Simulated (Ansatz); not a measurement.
**C2H4BrFSi: ionisation energy by level of theory**

Aim: the vertical ionisation energy of C2H4BrFSi, as cation minus neutral at the neutral's geometry, on several levels, and how well −ε(HOMO) stands in for it.

Method: unrestricted cation, the program's frozen cores in correlated methods; program: Ansatz 0.2.0, Gaussian basis.

Plan: UKS PBE-D4/def2-TZVPP; UKS r2SCAN-D4/def2-TZVPP; UKS PBE0-D4/def2-TZVPP; UKS B3LYP-D4/def2-TZVPP; UKS wB97X-V/def2-TZVPP; UKS wB97M-V/def2-TZVPP; UKS B2PLYP/def2-TZVPP; UHF-CCSD(T)/def2-TZVPP; UHF-MP2/def2-QZVPP; extrapolation to the limit; then −ε(HOMO) from the neutral's earlier runs with LDA (SPW92), PBE-D4, revPBE-D4, BLYP-D4, r2SCAN-D4, B97M-V, PBE0-D4, B3LYP-D4, r2SCANh-D4, r2SCAN0-D4, HSE06-D4, BHLYP-D4, CAM-B3LYP-D4, LC-ωPBE, ωB97X-V, ωB97M-V.

## 1. The geometry

An earlier PBE0-D4 in a triple-zeta def2 set relaxation fixed the geometry.

SMILES `C=C[SiH](F)Br`, 9 atoms, charge 0, spin multiplicity 1.

Atoms are counted from 1 here; the program's logs count them from 0.

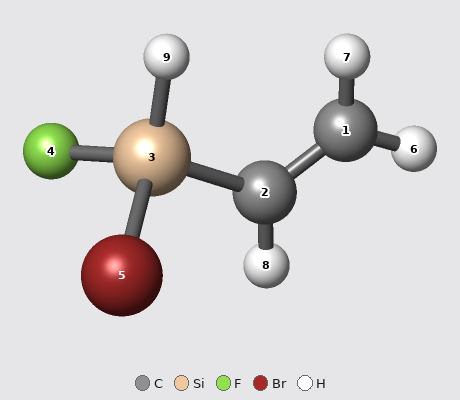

The structure; carbon grey, silicon light orange, fluorine green, bromine red, hydrogen white; atoms are numbered from 1 in the order of the file.

## 2. Cation, UKS PBE-D4/def2-TZVPP

Input file in.yaml:

```yaml
crystal:
  periodic: [false, false, false]
  atoms:
    - {symbol: C, position_ang: [-1.215799, 0.966190, -0.183837]}
    - {symbol: C, position_ang: [-0.240835, 0.211056, -0.683926]}
    - {symbol: Si, position_ang: [0.813390, -0.801763, 0.429127]}
    - {symbol: F, position_ang: [0.708676, -2.347076, 0.057245]}
    - {symbol: Br, position_ang: [2.939251, -0.239309, 0.207829]}
    - {symbol: H, position_ang: [-1.848238, 1.586551, -0.812043]}
    - {symbol: H, position_ang: [-1.424369, 0.999123, 0.882369]}
    - {symbol: H, position_ang: [-0.061572, 0.212194, -1.756579]}
    - {symbol: H, position_ang: [0.418095, -0.633165, 1.842617]}
basis:
  gaussian: {orbitals: def2-TZVPP}
total_charge: 1
magnetization: {spin_polarized: true, initial_magnetization: 1}
hamiltonian: {xc: pbe, dispersion: d4}
```

Run with:

```sh
$ ansatz run in.yaml --threads 2 --pin off --events-out ev --progress --plain --max-ram 32768MiB --backend cpu
```

After this run come: Cation, UKS r2SCAN-D4/def2-TZVPP; Cation, UKS PBE0-D4/def2-TZVPP; Cation, UKS B3LYP-D4/def2-TZVPP; Cation, UKS wB97X-V/def2-TZVPP; Cation, UKS wB97M-V/def2-TZVPP; Cation, UKS B2PLYP (frozen core)/def2-TZVPP; Cation, UHF-CCSD(T)/def2-TZVPP; Cation, UHF-MP2/def2-QZVPP.

Before running them: what should the planned runs give, taken together? Wanted: ionisation energy, CCSD(T)/CBS; nearest functional by difference; nearest −ε(HOMO); −ε(HOMO) of PBE; T1 of the cation.

The runs gave:

```
                        quantity               value
  ionisation energy, CCSD(T)/CBS            10.96 eV
nearest functional by difference  ωB97X-V (-0.24 eV)
                nearest −ε(HOMO)  LC-ωPBE (+0.15 eV)
                 −ε(HOMO) of PBE             7.18 eV
                T1 of the cation               0.051
```

Energy differences with functionals land within 0.89 eV of the reference. The PBE orbital energy is 3.8 eV too small: a semilocal HOMO is no ionisation energy. Among orbital estimates LC-ωPBE comes nearest. Hartree-Fock falls 1.50 eV short, as the neutral has more correlation energy than the cation. The cation's T1 (from the report) is 0.051, above the customary mark of 0.045 for open shells, so the coupled-cluster value is less safe. Correlated methods include outer-core shells of Br, which these sets cover unevenly. With outer-core shells in play the reference is unsure by up to some tenths of an eV, so close misses can't be ranked.
